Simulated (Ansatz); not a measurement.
# CH7AlSi2: molecular dynamics (part 2 of 2)

The same run, continued: CH7AlSi2; RKS r2SCAN/def2-SVP (Ansatz 0.2.0). The geometry comes from this level: PBE0-D4/def2-TZVP.

Geometry of the input (Å):
```
Si -1.2990  2.1985  -0.6262
Al 0.0479  0.2006  -0.2073
C  0.2695  -1.2521  1.0930
Si 1.5010  -1.6252  -0.3263
H  -2.5314  1.7924  -1.3605
H  -1.7130  2.8572  0.6437
H  -0.5729  3.1950  -1.4590
H  0.7794  -0.8960  1.9962
H  -0.4675  -2.0043  1.3721
H  2.9417  -1.7152  0.0365
H  1.1099  -2.8079  -1.1417
```

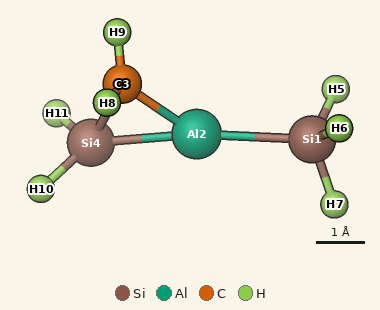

Fig. 1: The geometry at step 19 of the log (ball-and-stick view, seen at a tilt; atoms are numbered from 1 in the order of the input).

### Log, continued
```
md step    49: t =    24.50 fs  T =   184.0 K  F+E_penalty+E_count = -23490.73238400 eV  E_kin = 0.214039 eV  conserved = -23490.51834475 eV  (31 SCF iters)
these checks for a lower state are left out or cut short: starts, cluster_reference, orbital_swaps, neighbouring_geometries, increment
1149 factors; their error is unknown
mean field -23490.71891263 eV, -863.2679974578 hartree, gradient 1.4e-5 eV, S^2 0.000000; 0 other end points of the search recorded, 0 dependent functions left out
the calculation of the forces begins
reference -23490.71892512 eV, -863.2679979169 hartree; 27, 27 occupied and 76, 76 virtual orbitals, 1149 factors
1149 factors; their error is unknown
mean field evaluation 416: about -23490.8072 eV, gradient 7.2e-1 eV
mean field -23490.71891263 eV, -863.2679974578 hartree, gradient 1.4e-5 eV, S^2 0.000000; 1 other end points of the search recorded, 0 dependent functions left out
the calculation of the forces begins
reference -23490.71892512 eV, -863.2679979169 hartree; 27, 27 occupied and 76, 76 virtual orbitals, 1149 factors
md step    50: t =    25.00 fs  T =   172.5 K  F+E_penalty+E_count = -23490.71891263 eV  E_kin = 0.200643 eV  conserved = -23490.51826945 eV  (29 SCF iters)
Total energy: -23490.71892512 eV, -863.2679979169 hartree
Atom 0 at    -1.290316     2.197692    -0.609600 Å, force    -0.074799    -0.438683     0.039670 eV/Å
Atom 1 at     0.060358     0.202117    -0.224232 Å, force    -0.233437     0.089516     0.015237 eV/Å
Atom 2 at     0.250061    -1.238436     1.108883 Å, force    -0.066648    -0.314058    -0.357611 eV/Å
Atom 3 at     1.484626    -1.637819    -0.333816 Å, force     0.658483     0.581543     0.390469 eV/Å
Atom 4 at    -2.511973     1.781748    -1.332868 Å, force    -0.434807    -0.292459    -0.004103 eV/Å
Atom 5 at    -1.712627     2.859108     0.657923 Å, force     0.070380     0.219736    -0.006442 eV/Å
Atom 6 at    -0.692270     3.081214    -1.619160 Å, force     0.410359     0.544205    -0.045825 eV/Å
Atom 7 at     0.839672    -1.003316     2.002055 Å, force     0.079035     0.015479     0.300159 eV/Å
Atom 8 at    -0.528638    -1.973957     1.376663 Å, force    -0.051353     0.152486    -0.025674 eV/Å
Atom 9 at     2.878207    -1.312687     0.219700 Å, force    -0.406146    -0.400582    -0.421927 eV/Å
Atom 10 at     1.384631    -2.839912    -1.205112 Å, force     0.048934    -0.157184     0.116047 eV/Å
Dipole moment:    -0.094477     0.066497     0.082414 e Å
```

### Trajectory as extended XYZ (Å, eV, eV/Å), 9 of the 51 frames kept, from step=0 to step=50
```
11
Properties=species:S:1:pos:R:3:forces:R:3 step=0 time_fs=0.0 energy=-23490.86755 temperature=300.0
Si   -1.2990    2.1985   -0.6262    0.0976  -0.1078   0.0319
Al    0.0479    0.2006   -0.2073   -0.0951   0.1668  -0.0631
C     0.2695   -1.2521    1.0930    0.0136   0.1461  -0.2351
Si    1.5010   -1.6252   -0.3263    0.1318  -0.0536  -0.1137
H    -2.5314    1.7924   -1.3605   -0.1183  -0.0384  -0.0683
H    -1.7130    2.8572    0.6437   -0.0455   0.0655   0.1197
H    -0.5729    3.1950   -1.4590    0.0617   0.0986  -0.0824
H     0.7794   -0.8960    1.9962    0.1394   0.0959   0.3077
H    -0.4675   -2.0043    1.3721   -0.2655  -0.2782   0.1391
H     2.9417   -1.7152    0.0365    0.1274   0.0027   0.0396
H     1.1099   -2.8079   -1.1417   -0.0469  -0.0978  -0.0754
11
Properties=species:S:1:pos:R:3:forces:R:3 step=6 time_fs=3.0 energy=-23490.77264 temperature=218.9
Si   -1.2987    2.1961   -0.6233   -0.1388   0.4550  -0.4291
Al    0.0524    0.2023   -0.2171   -0.1868   0.0149   0.3188
C     0.2618   -1.2654    1.1059   -0.2007   0.1794  -0.1913
Si    1.4987   -1.6175   -0.3312   -0.5322  -0.7708  -0.2254
H    -2.5777    1.7249   -1.3503    0.6145   0.3476   0.2514
H    -1.7098    2.9225    0.6352    0.0168  -0.2252  -0.1369
H    -0.5154    3.2406   -1.4474   -0.4947  -0.5623   0.2304
H     0.7854   -0.9351    2.0122    0.2912   0.2550   0.2048
H    -0.5013   -1.9735    1.4704   -0.0038  -0.1116  -0.3039
H     2.9015   -1.7201    0.0569    0.7027   0.0973   0.2188
H     1.1892   -2.8710   -1.1250   -0.0683   0.3207   0.0624
11
Properties=species:S:1:pos:R:3:forces:R:3 step=12 time_fs=6.0 energy=-23490.68042 temperature=139.8
Si   -1.2988    2.1949   -0.6216   -0.0909   0.5356  -0.2522
Al    0.0563    0.2040   -0.2258   -0.2553  -0.0858   0.6394
C     0.2528   -1.2772    1.1180   -0.0333   0.3816   0.4989
Si    1.4952   -1.6121   -0.3368   -0.0873  -1.2019   0.1005
H    -2.5764    1.6851   -1.3214    0.6006   0.4359   0.1690
H    -1.7056    2.9694    0.6168    0.0208  -0.3778  -0.1534
H    -0.4967    3.2425   -1.4195   -0.5372  -0.5766   0.0753
H     0.8123   -0.9549    2.0405   -0.0787   0.0702  -0.5531
H    -0.5348   -1.9521    1.5431    0.3617   0.1326  -0.6605
H     2.9135   -1.7163    0.0937    0.2365   0.2216   0.0931
H     1.2623   -2.9085   -1.1041   -0.1368   0.4646   0.0432
11
Properties=species:S:1:pos:R:3:forces:R:3 step=19 time_fs=9.5 energy=-23490.64496 temperature=109.0
Si   -1.2991    2.1954   -0.6203    0.3170   0.0114   0.4900
Al    0.0598    0.2057   -0.2334   -0.2915  -0.1826   0.8900
C     0.2426   -1.2871    1.1353    0.5695   0.9689  -0.4362
Si    1.4910   -1.6104   -0.3427    0.6619  -1.0202   0.7924
H    -2.5200    1.6817   -1.2748   -0.3020   0.1014  -0.3550
H    -1.6996    2.9856    0.5832   -0.0720  -0.2507   0.2148
H    -0.5263    3.1907   -1.3853    0.0367   0.1648  -0.5798
H     0.8387   -0.9682    2.0221    0.0061   0.1275  -0.2595
H    -0.5439   -1.9206    1.5621   -0.1565  -0.3434  -0.3747
H     2.9470   -1.6876    0.1443   -0.5351   0.2973  -0.1721
H     1.3320   -2.9066   -1.0778   -0.2341   0.1256  -0.2100
11
Properties=species:S:1:pos:R:3:forces:R:3 step=25 time_fs=12.5 energy=-23490.61194 temperature=81.1
Si   -1.2984    2.1960   -0.6178    0.5458  -0.3051   0.7046
Al    0.0619    0.2065   -0.2368   -0.2960  -0.2422   0.9422
C     0.2377   -1.2885    1.1470    0.4305   0.9314  -1.4513
Si    1.4893   -1.6122   -0.3452    0.5999  -0.5975   1.0604
H    -2.4933    1.6904   -1.2639   -0.7858  -0.1319  -0.5826
H    -1.7004    2.9756    0.5718   -0.1176  -0.0694   0.4428
H    -0.5528    3.1560   -1.4046    0.3286   0.5391  -0.8086
H     0.8624   -0.9679    1.9829    0.2546   0.2114   0.4399
H    -0.5599   -1.9200    1.5411   -0.1978  -0.3679  -0.1578
H     2.9337   -1.6363    0.1742   -0.5075   0.2438  -0.2014
H     1.3707   -2.8917   -1.0733   -0.2547  -0.2118  -0.3882
11
Properties=species:S:1:pos:R:3:forces:R:3 step=31 time_fs=15.5 energy=-23490.71761 temperature=171.2
Si   -1.2962    2.1958   -0.6134    0.2056   0.0066  -0.1691
Al    0.0629    0.2065   -0.2373   -0.2916  -0.2579   0.8480
C     0.2359   -1.2834    1.1493    0.2382   0.6005  -1.0373
Si    1.4893   -1.6160   -0.3447   -0.0825  -0.5121   0.7173
H    -2.5247    1.6916   -1.2977   -0.0957   0.0987  -0.1194
H    -1.7104    2.9583    0.5950   -0.0254  -0.0678   0.2046
H    -0.5568    3.1603   -1.4863   -0.1117  -0.0069  -0.1242
H     0.9013   -0.9530    1.9729   -0.2711  -0.1216   0.1295
H    -0.5870   -1.9461    1.5044    0.4745   0.2082  -0.1805
H     2.8813   -1.5645    0.1883    0.1431   0.1367  -0.0257
H     1.3882   -2.8915   -1.0998   -0.1834  -0.0844  -0.2431
11
Properties=species:S:1:pos:R:3:forces:R:3 step=38 time_fs=19.0 energy=-23490.68677 temperature=145.3
Si   -1.2929    2.1957   -0.6091   -0.3270   0.3283  -0.9422
Al    0.0630    0.2056   -0.2345   -0.2763  -0.2129   0.6136
C     0.2365   -1.2716    1.1424    0.6421   0.6552  -0.8306
Si    1.4888   -1.6226   -0.3414   -0.6058  -0.5795   0.1464
H    -2.5681    1.7044   -1.3470    0.6219   0.2879   0.4149
H    -1.7235    2.9298    0.6404    0.1277  -0.1286  -0.2470
H    -0.5746    3.1630   -1.5909   -0.4454  -0.4593   0.6371
H     0.9165   -0.9492    1.9740   -0.5896  -0.3240  -0.1074
H    -0.5744   -1.9590    1.4456    0.2517   0.1288   0.0957
H     2.8383   -1.4662    0.2025    0.6463   0.0114   0.0803
H     1.3898   -2.8964   -1.1535   -0.0457   0.2927   0.1392
11
Properties=species:S:1:pos:R:3:forces:R:3 step=44 time_fs=22.0 energy=-23490.72873 temperature=181.0
Si   -1.2911    2.1965   -0.6082   -0.4024   0.1275  -0.7875
Al    0.0621    0.2040   -0.2299   -0.2558  -0.1024   0.3392
C     0.2416   -1.2566    1.1297    0.5145   0.4975  -1.2225
Si    1.4867   -1.6300   -0.3379   -0.0199  -0.1624   0.1747
H    -2.5555    1.7393   -1.3559    0.4142   0.1059   0.4040
H    -1.7242    2.8947    0.6607    0.1517  -0.0168  -0.2960
H    -0.6267    3.1284   -1.6287   -0.1866  -0.1863   0.6040
H     0.8812   -0.9725    1.9711   -0.0287  -0.0682   0.4590
H    -0.5408   -1.9590    1.4021   -0.3359  -0.2509   0.2510
H     2.8532   -1.3811    0.2192    0.1135  -0.1931  -0.1931
H     1.3859   -2.8775   -1.1898    0.0354   0.2491   0.2670
11
Properties=species:S:1:pos:R:3:forces:R:3 step=50 time_fs=25.0 energy=-23490.71891 temperature=172.5
Si   -1.2903    2.1977   -0.6096   -0.0748  -0.4387   0.0397
Al    0.0604    0.2021   -0.2242   -0.2334   0.0895   0.0152
C     0.2501   -1.2384    1.1089   -0.0666  -0.3141  -0.3576
Si    1.4846   -1.6378   -0.3338    0.6585   0.5815   0.3905
H    -2.5120    1.7817   -1.3329   -0.4348  -0.2925  -0.0041
H    -1.7126    2.8591    0.6579    0.0704   0.2197  -0.0064
H    -0.6923    3.0812   -1.6192    0.4104   0.5442  -0.0458
H     0.8397   -1.0033    2.0021    0.0790   0.0155   0.3002
H    -0.5286   -1.9740    1.3767   -0.0514   0.1525  -0.0257
H     2.8782   -1.3127    0.2197   -0.4061  -0.4006  -0.4219
H     1.3846   -2.8399   -1.2051    0.0489  -0.1572   0.1160
```

### Key numbers

```json
{"quantity": "outcome", "value": "finished"}
{"quantity": "mean temperature over the second half", "value": "158 K"}
{"quantity": "trajectory", "value": "50 steps, 25 fs"}
{"quantity": "ensemble", "value": "nve"}
{"quantity": "temperature in the input", "value": "300 K"}
{"quantity": "time step", "value": "0.5 fs"}
{"quantity": "potential energy (last step)", "value": "−23490.7189 eV"}
{"quantity": "SCF solution under orbital rotations (last step)", "value": "stable"}
{"quantity": "largest force (length of the vector) (last step)", "value": "0.961 eV/Å"}
{"quantity": "dipole moment (last step)", "value": "0.68 D"}
{"quantity": "hardware", "value": "2 threads of Arm Neoverse V1, 23 GiB of memory available, shared host"}
{"quantity": "wall time", "value": "3.2 min (CPU time 6.3 min)"}
{"quantity": "peak memory", "value": "0.45 GiB"}
```

So short a trajectory is not equilibrated.
